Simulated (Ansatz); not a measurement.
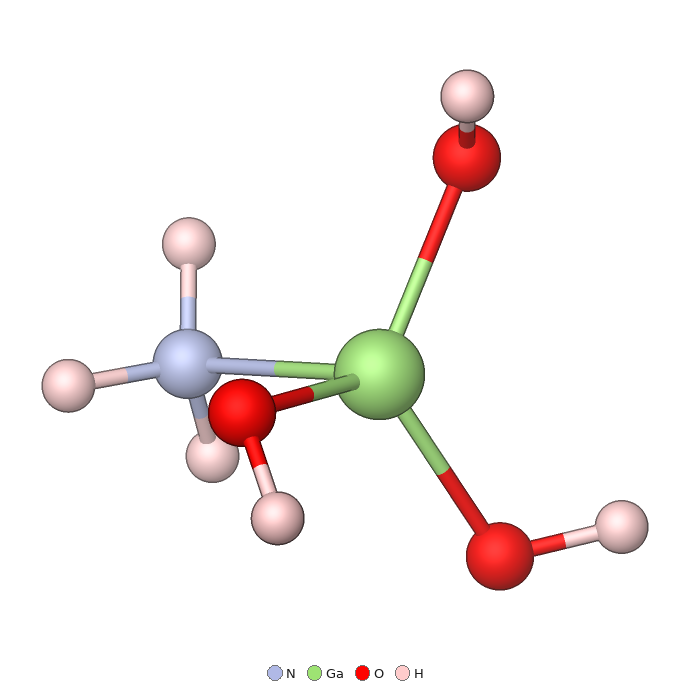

The computed structure is the end point of a PBE-D4/def2-SVP optimisation. No frequency run is at hand to confirm it as a minimum. Method: RKS PBE-D4/def2-SVP (Ansatz 0.2.0).

Predict the main results.

The species is GaH6NO3 (`[NH3+][Ga-]([OH])([OH])[OH]`).
- dipole moment: 3.09 D
- dispersion correction: −20.0 kJ/mol
